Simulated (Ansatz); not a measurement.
H2InOS (doublet)

The calculation's input:

```
crystal:
  periodic: [false, false, false]
  atoms:
    - {symbol: O, position_ang: [0.217776, 1.434966, 0.306860]}
    - {symbol: In, position_ang: [-0.442027, -0.332777, 0.987159]}
    - {symbol: S, position_ang: [-0.226125, -2.079003, -0.685885]}
    - {symbol: H, position_ang: [0.152108, 2.159057, 0.934771]}
    - {symbol: H, position_ang: [0.298277, -1.182253, -1.542915]}
basis:
  gaussian: {orbitals: def2-TZVPP}
magnetization: {spin_polarized: true, initial_magnetization: 1}
hamiltonian: {xc: pbe0, dispersion: d4}
output: {orbitals: {seedname: orbitals}}
```

Run with:

```sh
ansatz run in.yaml --threads 2 --pin off --events-out ev --progress --plain --max-ram 32768MiB --backend cpu
```

Geometry: PBE0-D4/def2-TZVP; core potentials replace the inner electrons of In.

The calculation used Ansatz 0.2.0, UKS PBE0-D4/def2-TZVPP.

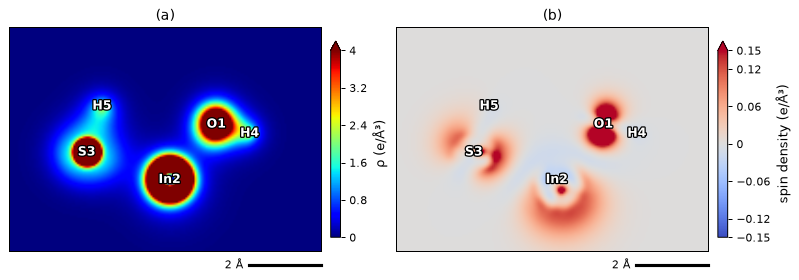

Figure 1. (a) electron density; (b) spin density on the molecular plane.

### Describe what can be read from this map.

The plane passes through O, In, S and H nuclei.
In–O (2.01 Å): ρ at the midpoint is about 0.75 e/Å³.
In–S (2.43 Å): the density is about 0.52 e/Å³ at the midpoint.
O–H (0.96 Å): ρ is about 3.8 e/Å³ halfway.
S–H (1.35 Å): ρ is about 1.5 e/Å³ halfway.
The unpaired spin (1 electron) lies mostly on In2 (about 0.6), S3 (about 0.2) and O1 (about 0.1), in electrons by Hirshfeld's partition.

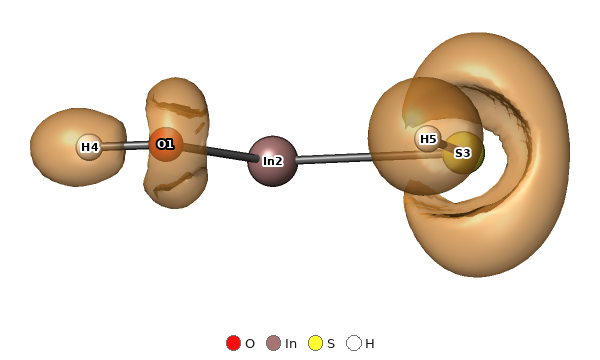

Figure 2. Isosurface of the electron localisation function at 0.85 (orange), seen from one side. Core shells and regions of very low density are left out.

### Identify the bonds, lone pairs and shells in this picture.

The ELF exceeds this value in two regions around hydrogen nuclei, one lobe on O, pointing away from the bonds (non-bonding electrons, which may merge into one lobe) and one region wrapped around S (its valence shell).


In–O (2.01 Å): the ELF peaks at about 0.85 in the valence shell of O, 0.6 Å from its nucleus, and drops to about 0.15 between the two atoms. In–S (2.43 Å): the ELF peaks at about 0.85 in the valence shell of S, 0.9 Å from its nucleus, and drops to about 0.20 between the two atoms.

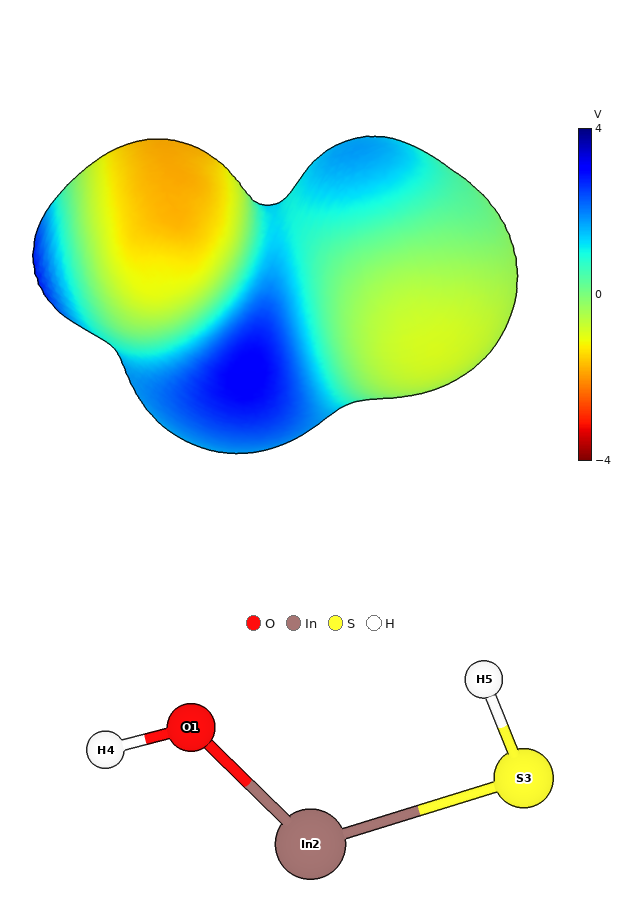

Figure 3. The molecular electrostatic potential painted on the density surface at 0.004 e/bohr³, seen at a tilt; red is negative and blue positive. The bare structure is drawn below in the same view.

### Where is the surface potential most negative and most positive?

The most negative region (about −1.8 V, or −42 kcal/mol for a unit charge) lies over O1, the most positive (about +3.1 V, or +71 kcal/mol for a unit charge) over In2. O1 is the likeliest acceptor of a hydrogen bond.

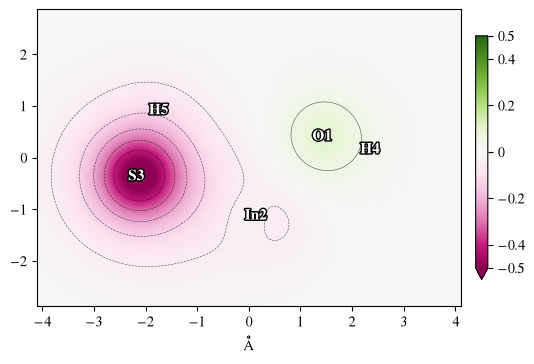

Figure 4. The HOMO−1 (α) on a plane 0.8 Å above the molecular plane (values in Å⁻³ᐟ²; the overall sign is arbitrary).

### Describe this orbital and give its energy.

It lies mainly on S3 (about 85 %) and In2 (about 10 %); it changes sign across the molecular plane (π type). Its energy is −7.46 eV.
